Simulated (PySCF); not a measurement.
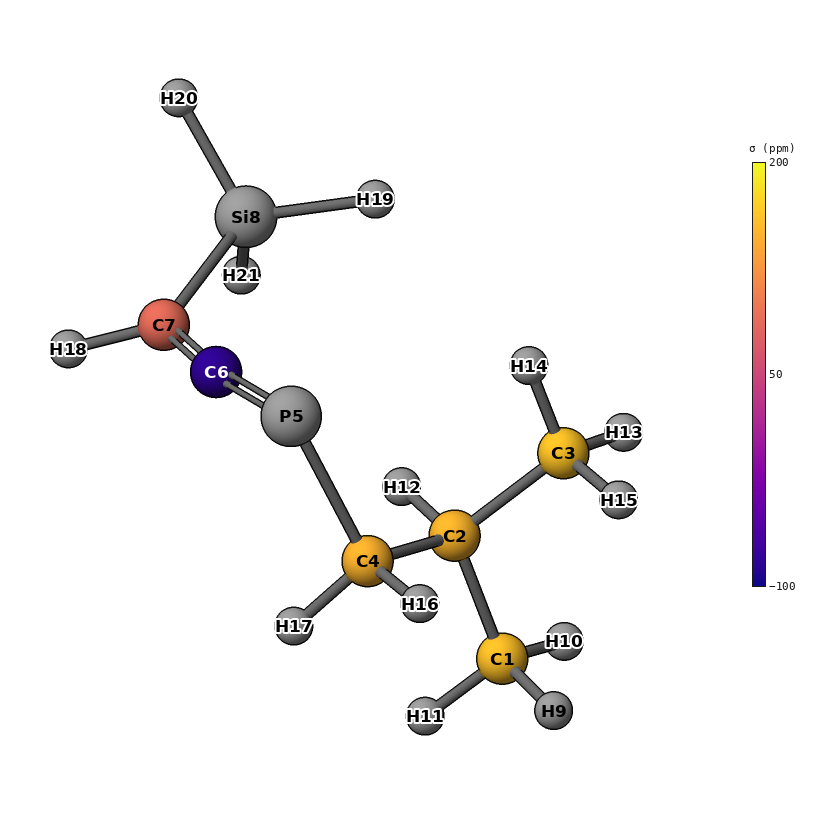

Atoms are coloured by their isotropic NMR shieldings (C only, the others grey). The computed structure is the end point of a GFN2-xTB optimisation. No frequency run is at hand to confirm it as a minimum. Method: GIAO PBE0/pcSseg-1 NMR shielding, non-relativistic, gas phase (PySCF 2.14.0).

List the isotropic NMR shieldings of the C atoms.

| atom | σ (ppm) |
| --- | --- |
| C1 | 159.7 |
| C2 | 152.7 |
| C3 | 162.4 |
| C4 | 150.0 |
| C6 | −80.3 |
| C7 | 88.7 |

The geometry is semi-empirical. Around P, Si such bond lengths and angles can be off by a tenth of an ångström or more and by several degrees, and values that hang on the shape move with them.
